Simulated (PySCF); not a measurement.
SiAs (charge +1, triplet)

```xyz
2

Si    0.0000    0.0000   -1.6950
As    0.0000    0.0000    0.6330
```

Computed with PBE0/def2-TZVPPD, non-relativistic Hamiltonian with scalar-relativistic core potentials where named, at a bond length of 2.328 Å (PySCF 2.14.0).

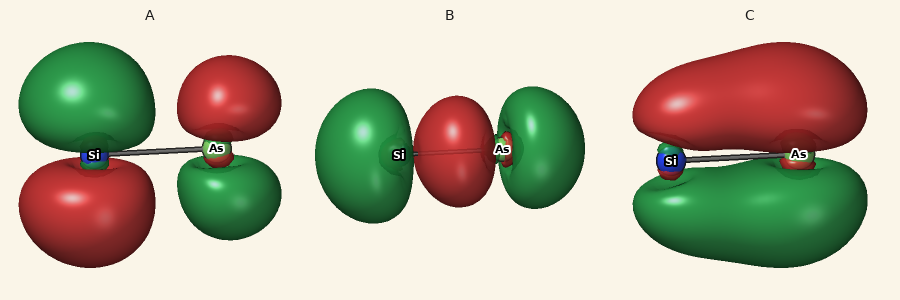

Figure 1. Three frontier α-spin orbitals, each drawn at the value that holds 80 % of its norm (green and red are the two phases), in no order; of a degenerate pair one member is drawn.

Name the orbitals and rank them from lowest to highest energy.

Answer. Orbital C: π, occupied in this spin, −13.78 eV; mainly on As (70 %).
Orbital B: σ, occupied in this spin, −13.37 eV; shared between the atoms (Si 50 %, As 50 %).
Orbital A: π, empty in this spin, −9.01 eV; mainly on Si (70 %).

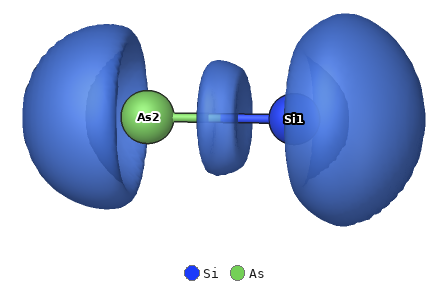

Figure 2. Isosurface of the electron localisation function at 0.75 (blue), seen from one side. Only the valence region is drawn (cores and ρ < 0.01 e/Å³ removed).

Where are the electrons localised?

Answer. The surface consists of one region between bonded As–Si atoms (shared pairs), one lobe on As, pointing away from the bonds (non-bonding electrons) and one lobe on Si, pointing away from the bonds (non-bonding electrons).


Si–As (2.33 Å): the ELF peaks at about 0.90 between the atoms: localised, covalent bonding.

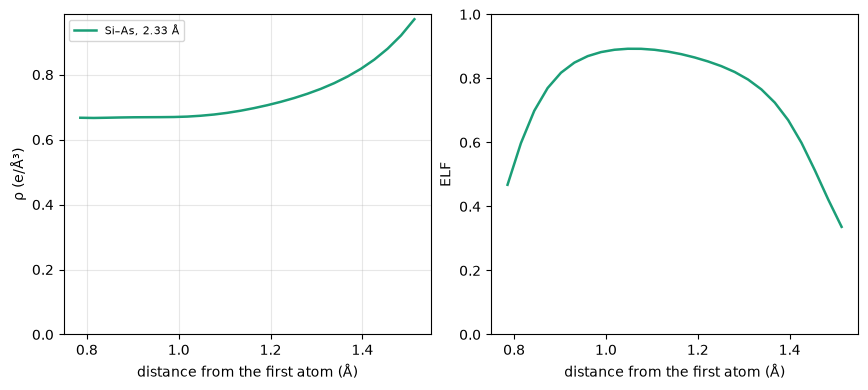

Figure 3. Total electron density and ELF along straight lines between neighbouring atoms. The curves leave out the atomic cores.

What can be read from the curves?

Answer. Si–As (2.33 Å): the density is about 0.7 e/Å³ at the midpoint; the ELF peaks at about 0.90 between the atoms; a shared electron pair.
